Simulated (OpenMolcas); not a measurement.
# C6H13Cl: single-point calculation (part 3 of 3)

Continued. System: C6H13Cl (2-chlorohexane), SMILES CCCCC(C)Cl. Method: CASSCF/ANO-RCC-VDZ, DKH2 (OpenMolcas 26.06). The geometry comes from this level: GFN2-xTB.

Geometry of the input (Å):
```
C  0.0145  -2.4408  -1.1931
C  0.2756  -2.1001  0.2694
C  0.7771  -0.6709  0.4767
C  -0.2824  0.3850  0.1669
C  0.2045  1.8025  0.4346
C  -0.7920  2.8582  -0.0094
Cl 0.5011  2.0101  2.1978
H  0.9065  -2.2633  -1.7901
H  -0.7969  -1.8419  -1.5985
H  -0.2594  -3.4887  -1.2922
H  1.0274  -2.7888  0.6611
H  -0.6393  -2.2485  0.8470
H  1.6522  -0.5008  -0.1555
H  1.0907  -0.5566  1.5161
H  -1.1753  0.1931  0.7658
H  -0.5629  0.3283  -0.8869
H  1.1757  1.9671  -0.0404
H  -1.7500  2.7071  0.4828
H  -0.9374  2.7952  -1.0861
H  -0.4295  3.8538  0.2342
```

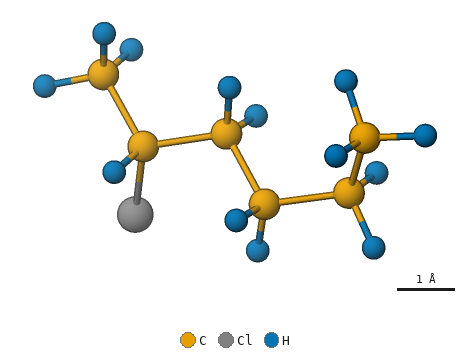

Fig. 1: The structure (ball-and-stick view, seen at a tilt).

The program's output, continued
```
   17 H17       4 C4      4.084573        2.161463
    9 H9        2 C2      4.099527        2.169376
   16 H16       9 H9      4.338577        2.295876
   17 H17       7 CL7     4.418258        2.338041
   14 H14      11 H11     4.518627        2.391155
   11 H11      10 H10     4.613753        2.441493
   16 H16      13 H13     4.678498        2.475755
   12 H12       9 H9      4.694296        2.484115
   20 H20      17 H17     4.709805        2.492321
   19 H19      17 H17     4.722155        2.498857
   15 H15      12 H12     4.726335        2.501069
   12 H12      10 H10     4.727592        2.501734
   15 H15      14 H14     4.728081        2.501993
   19 H19      16 H16     4.730261        2.503146
   13 H13      11 H11     4.740263        2.508439
   11 H11       8 H8      4.742903        2.509836
   14 H14      12 H12     4.744194        2.510519
   17 H17      13 H13     4.754831        2.516148
   13 H13       8 H8      4.756096        2.516818
    6 C6        4 C4      4.783495        2.531317
   17 H17      16 H16     4.789982        2.534749
    5 C5        3 C3      4.798362        2.539184
    4 C4        2 C2      4.816977        2.549034
    3 C3        1 C1      4.818712        2.549953
   18 H18      15 H15     4.902575        2.594331
   16 H16       6 C6      5.078810        2.687590
    7 CL7       6 C6      5.092918        2.695056
    7 CL7       4 C4      5.133430        2.716494
   17 H17       3 C3      5.135571        2.717627
   14 H14       7 CL7     5.140712        2.720347
   14 H14       5 C5      5.182233        2.742320
   13 H13       1 C1      5.183024        2.742738
   12 H12       4 C4      5.183903        2.743203
   15 H15       2 C2      5.213192        2.758702
   18 H18       4 C4      5.225344        2.765133
    8 H8        3 C3      5.240543        2.773176
   13 H13       5 C5      5.260540        2.783758
   19 H19       4 C4      5.280464        2.794301
   15 H15       6 C6      5.294821        2.801898
   16 H16       2 C2      5.323951        2.817314
   16 H16       1 C1      5.376670        2.845211
   20 H20       7 CL7     5.385337        2.849798
    9 H9        3 C3      5.396619        2.855768
   15 H15       7 CL7     5.398975        2.857014
    9 H9        4 C4      5.457610        2.888043
   18 H18       7 CL7     5.507861        2.914634
   17 H17      14 H14     5.605594        2.966353
   18 H18      16 H16     5.651573        2.990684
--

            Nuclear Potential Energy            378.68267295 au

--- Stop Module: gateway /rc=_RC_ALL_IS_WELL_ ---

--- Start Module: seward ---

                                              &SEWARD

                       available to each process: 1.9 GB of memory, 1 thread

               SEWARD will generate:
                  Multipole Moment integrals up to order  2
                  Kinetic Energy integrals
                  Nuclear Attraction integrals (point charge)
                  One-Electron Hamiltonian integrals
                  Velocity integrals
                  Relativistic Douglas-Kroll-Hess integrals:
                    - Parametrization         : EXP
                    - DKH order of Hamiltonian: 2
                    - DKH order of Properties : 0
                         - multipole moment operators
                         - electric potential operators
                         - contact operators
                  Orbital angular momentum around (  0.3020   1.0456   1.1998 )
                  Velocity quadrupole around (  0.3020   1.0456   1.1998 )
                  Atomic mean-field integrals
                  RI decomposed two-electron repulsion integrals stored Cholesky style
                   - acCD auxiliary basis
                   - CD Threshold:   1.00E-04

                   Integrals are discarded if absolute value <: 1.00E-14
                   Integral cutoff threshold is set to       <: 1.00E-16

            Nuclear Potential Energy            378.68267295 au

      Basis set specifications :
      Symmetry species         a
      Basis functions           93

--- Stop Module: seward /rc=_RC_ALL_IS_WELL_ ---
--- Module seward spent 1 second ---

>>> COPY step2.RunFile RUNFIL2

--- Start Module: expbas ---

                                              &EXPBAS

                       available to each process: 1.9 GB of memory, 1 thread

 Header on input orbitals file:
* RASSCF average (pseudo-natural) orbitals

 Information from input runfile
           Number of symmetries    1
      Number of basis functions   52

 Information from expanded basis set runfile
           Number of symmetries    1
      Number of basis functions   93
 New orbitals have been built in file EXPORB
--- Stop Module: expbas /rc=_RC_ALL_IS_WELL_ ---

--- Start Module: rasscf ---

                                              &RASSCF

                       available to each process: 1.9 GB of memory, 1 thread

      Header of the ONEINT file:
      --------------------------

      OrdInt status: non-squared

      Cartesian coordinates in angstrom:
      -----------------------------------------------------
      No.  Label        X            Y            Z
      -----------------------------------------------------
       1   C1         0.01446000  -2.44084000  -1.19308000
       2   C2         0.27558000  -2.10008000   0.26941000
       3   C3         0.77714000  -0.67094000   0.47666000
       4   C4        -0.28240000   0.38502000   0.16688000
       5   C5         0.20449000   1.80247000   0.43461000
       6   C6        -0.79198000   2.85824000  -0.00940000
       7   CL7        0.50115000   2.01006000   2.19780000
       8   H8         0.90648000  -2.26326000  -1.79012000
       9   H9        -0.79693000  -1.84193000  -1.59855000
      10   H10       -0.25937000  -3.48873000  -1.29217000
      11   H11        1.02741000  -2.78883000   0.66109000
      12   H12       -0.63931000  -2.24846000   0.84700000
      13   H13        1.65224000  -0.50081000  -0.15550000
      14   H14        1.09067000  -0.55665000   1.51607000
      15   H15       -1.17535000   0.19314000   0.76578000
      16   H16       -0.56292000   0.32830000  -0.88694000
      17   H17        1.17566000   1.96711000  -0.04042000
      18   H18       -1.75003000   2.70714000   0.48276000
      19   H19       -0.93742000   2.79525000  -1.08606000
      20   H20       -0.42955000   3.85379000   0.23418000
      -----------------------------------------------------
      Nuclear repulsion energy =  378.68267295

++    Wave function specifications:
      -----------------------------

      Number of closed shell electrons          58
      Number of electrons in active shells       8
      Max number of holes in RAS1 space          0
      Max nr of electrons in RAS3 space          0
      Number of inactive orbitals               29
      Number of active orbitals                  8
      Number of secondary orbitals              56
      Spin quantum number                      0.0
      State symmetry                             1
--

++    Orbital specifications:
      -----------------------

      Symmetry species                           1
                                                 a
      Frozen orbitals                            0
      Inactive orbitals                         29
      Active orbitals                            8
      RAS1 orbitals                              0
      RAS2 orbitals                              8
      RAS3 orbitals                              0
      Secondary orbitals                        56
      Deleted orbitals                           0
      Number of basis functions                 93
--

++    CI expansion specifications:
      ----------------------------

      Number of CSFs                          1764
      Number of spin combinations             2485
      Number of determinants                  4900
      Number of root(s) required                 1
      Root chosen for geometry opt.              1
      CI root used                               1

      highest root included in the CI            1
      max. size of the explicit Hamiltonian    200
--

++    Optimization specifications:
      ----------------------------

      RASSCF algorithm: LK RI/DF
      Maximum number of macro iterations       200
      Maximum number of SX iterations          100
      Threshold for RASSCF energy            1.000E-08
      Threshold for max MO rotation          1.000E-01
      Threshold for max BLB element          1.000E-04
      Level shift parameter                  5.000E-01
      Make Quasi-Newton update
--

      The MO-coefficients are taken from the file:
      step2.ExpOrb
      Title:Basis set expanded orbital file EXPORB

      Total molecular charge    0.00

      ************************************************************************************************************************
      *                                            Wave function control section                                             *
      ************************************************************************************************************************

                                         RASSCF iterations: Energy and convergence statistics
                                         ----------------------------------------------------

          iter iter root      energy       change     param      element    value   shift minimum  type update hh:mm:ss
 Nr of preliminary CI iterations:   4
        1   1   13    1  -695.57183741    0.00E+00   5.99E-02   13  53 1  2.23E-01*  0.00   0.00    SX    NO    0:00:00
        2   4   13    1  -695.78622490   -2.14E-01*  3.17E-02   13  53 1  4.45E-02*  0.00   0.00    SX    NO    0:00:00
        3   1   13    1  -695.80282008   -1.66E-02* -1.31E-02   13  53 1  1.16E-02*  0.00   0.00    SX    NO    0:00:00
        4   3   12    1  -695.80417282   -1.35E-03*  8.66E-03   22  45 1 -2.93E-03*  0.00   0.00    SX    NO    0:00:00
        5   3   11    1  -695.80431686   -1.44E-04*  5.98E-03   29  70 1  1.34E-03*  0.00   1.03    QN   YES    0:00:00
        6   3   10    1  -695.80435285   -3.60E-05* -1.90E-03   22  45 1  3.34E-04*  0.00   1.15    QN   YES    0:00:00
        7   3    9    1  -695.80435678   -3.93E-06*  1.61E-03   29  70 1  2.05E-04*  0.00   1.30    QN   YES    0:00:00
        8   4    9    1  -695.80435782   -1.04E-06* -3.25E-04   29  70 1 -8.90E-05   0.00   0.91    QN   YES    0:00:00
        9   3    8    1  -695.80435794   -1.25E-07* -4.87E-04   29  70 1  3.79E-05   0.00   2.50    LS   YES    0:00:00
       10   3    9    1  -695.80435786    8.03E-08* -2.49E-04   29  70 1  1.30E-04*  0.00   0.27    LS   YES    0:00:00
       11   3    8    1  -695.80435794   -7.93E-08*  3.16E-04   29  70 1  6.00E-05   0.00   2.50    QN   YES    0:00:00
       12   3    7    1  -695.80435799   -5.01E-08*  3.04E-04   29  70 1  2.49E-05   0.00   1.21    QN   YES    0:00:00
       13   3    6    1  -695.80435801   -1.44E-08* -1.04E-04   30  62 1  4.04E-06   0.00   1.10    QN   YES    0:00:00
       14   1    5    1  -695.80435801   -3.52E-09   5.23E-05   33  67 1  2.24E-06   0.00   1.07    QN   YES    0:00:00
      Convergence after 14 iterations
       15   1    5    1  -695.80435801   -6.75E-10   5.23E-05   29  70 1 -3.02E-06   0.00   1.07    QN   YES    0:00:00

      ************************************************************************************************************************
                                                      Wave function printout:
                       occupation of active orbitals, and spin coupling of open shells (u,d: Spin up or down)
      ************************************************************************************************************************

      Note: transformation to natural orbitals
      has been made, which may change the order of the CSFs.

      printout of CI-coefficients larger than  0.05 for root  1
      energy=    -695.804358
      conf/sym  11111111     Coeff  Weight
             1  22220000   0.97712 0.95476
            20  22200200  -0.05457 0.00298
            88  20222000  -0.10903 0.01189
           113  02220020  -0.05642 0.00318

      Natural orbitals and occupation numbers for root  1
      sym 1:   1.978590   1.968833   1.983338   1.977095   0.031561   0.021324   0.019066   0.020193

      ************************************************************************************************************************
      *                                                    Final results                                                     *
      ************************************************************************************************************************

++    Final optimization conditions:
      ------------------------------

      Average CI energy                            -695.80435801
      RASSCF energy for state  1                   -695.80435801
      Super-CI energy                                -0.00000000
      RASSCF energy change                            0.00000000
      Max change in MO coefficients              -6.091E-05
      Max non-diagonal density matrix element     5.232E-05
      Maximum BLB matrix element                 -3.025E-06
      (orbital pair  29,  70 in symmetry   1)
      Norm of electronic gradient            1.179E-05
--

      Final state energy(ies):
      ------------------------

::    RASSCF root number  1 Total energy:   -695.80435801
      Von Neumann Entropy (Root   1) =  0.36131

      Mulliken population analysis for root number:  1
      -----------------------------------------------

++    Molecular charges:
      ------------------

      Mulliken charges per centre
      ---------------------------

                C1      C2      C3      C4      C5      C6      CL7     H8      H9      H10     H11     H12
      Total    6.2360  6.1841  6.2015  6.1417  6.2491  6.2112 17.0878  0.9212  0.9130  0.9231  0.9131  0.9122

      N-E     -0.2360 -0.1841 -0.2015 -0.1417 -0.2491 -0.2112 -0.0878  0.0788  0.0870  0.0769  0.0869  0.0878

                H13     H14     H15     H16     H17     H18     H19     H20
      Total    0.9075  0.8713  0.8812  0.8879  0.8584  0.8961  0.9063  0.8971

      N-E      0.0925  0.1287  0.1188  0.1121  0.1416  0.1039  0.0937  0.1029

      Total electronic charge=   66.000000

      Total            charge=   -0.000000
--

      Expectation values of various properties for root number:  1
      -----------------------------------------------------------

++    Molecular properties:
      ---------------------

      Charge (e):
                      =   -0.0000
      Dipole Moment (debye):
      Origin of the operator (angstrom)=    0.1598    0.5533    0.6349
                   X= -4.9733E-01               Y= -5.3787E-01               Z= -2.3551E+00           Total=  2.4664E+00
      Quadrupole Moment (debye*angstrom):
      Origin of the operator (angstrom)=    0.1598    0.5533    0.6349
                  XX= -5.4273E+01              XY= -9.2583E-01              XZ= -8.2914E-01              YY= -5.4810E+01
                  YZ= -3.9162E+00              ZZ= -5.7661E+01
      In traceless form (debye*angstrom)
                  XX=  1.9626E+00              XY= -1.3887E+00              XZ= -1.2437E+00              YY=  1.1565E+00
                  YZ= -5.8743E+00              ZZ= -3.1191E+00
--

      LoProp population analysis for root number:  1
      -----------------------------------------------

++    LoProp analysis:
      ----------------

++    Static properties:
      ------------------

      LoProp Charges per center

                   C1       C2       C3       C4       C5       C6       CL7      H8       H9       H10
      Nuclear      6.0000   6.0000   6.0000   6.0000   6.0000   6.0000  17.0000   1.0000   1.0000   1.0000
      Electronic  -6.2880  -6.1507  -6.1604  -6.1562  -6.0056  -6.2886 -17.1595  -0.9101  -0.9105  -0.9050

      Total       -0.2880  -0.1507  -0.1604  -0.1562  -0.0056  -0.2886  -0.1595   0.0899   0.0895   0.0950

                   H11      H12      H13      H14      H15      H16      H17      H18      H19      H20
      Nuclear      1.0000   1.0000   1.0000   1.0000   1.0000   1.0000   1.0000   1.0000   1.0000   1.0000
      Electronic  -0.9137  -0.9174  -0.9228  -0.9036  -0.9142  -0.9086  -0.8967  -0.8959  -0.8999  -0.8927

      Total        0.0863   0.0826   0.0772   0.0964   0.0858   0.0914   0.1033   0.1041   0.1001   0.1073
--

      Natural Bond Order analysis for root number:  1

++    Natural Bond Order analysis
      ---------------------------
      Based on LoProp computed density
      -------------------------------------------------------------------------------------
      Atom A       Atom B       Bond Order
      -------------------------------------------------------------------------------------
      NBO located      1.000 non-bonded electrons on atom C1
      NBO located      1.000 non-bonded electrons on atom C2
      NBO located      1.000 non-bonded electrons on atom C3
      NBO located      0.999 non-bonded electrons on atom C4
      NBO located      0.999 non-bonded electrons on atom C5
      NBO located      0.999 non-bonded electrons on atom C6
      NBO located      0.975 non-bonded electrons on atom CL7
      NBO located      0.981 non-bonded electrons on atom CL7
      NBO located      0.998 non-bonded electrons on atom CL7
      NBO located      1.000 non-bonded electrons on atom CL7
      NBO located      1.000 non-bonded electrons on atom CL7
      NBO located      1.000 non-bonded electrons on atom CL7
      NBO located      1.000 non-bonded electrons on atom CL7
      The remaining   25.175 electrons are to be considered as diffuse
--

--

      Average orbitals are written to the RASORB file
      Natural orbitals for root   1 are written to the RASORB.1 file
      Spin density orbitals for root   1 are written to the SPDORB.1 file

--- Stop Module: rasscf /rc=_RC_ALL_IS_WELL_ ---
--- Module rasscf spent 3 seconds ---

.##################.
.# Happy landing! #.
.##################.

    Timing: Wall=17.06 User=16.12 System=0.92
```

Results in brief

- outcome: converged
- total energy: −695.804358 hartree
- CASSCF energy: −695.804358 hartree
- basis functions: 93
- wall time: 17 s
- peak memory: 0.41 GiB

Notes

The record of the run, not the program, notes: an active orbital turned away from the chosen space.
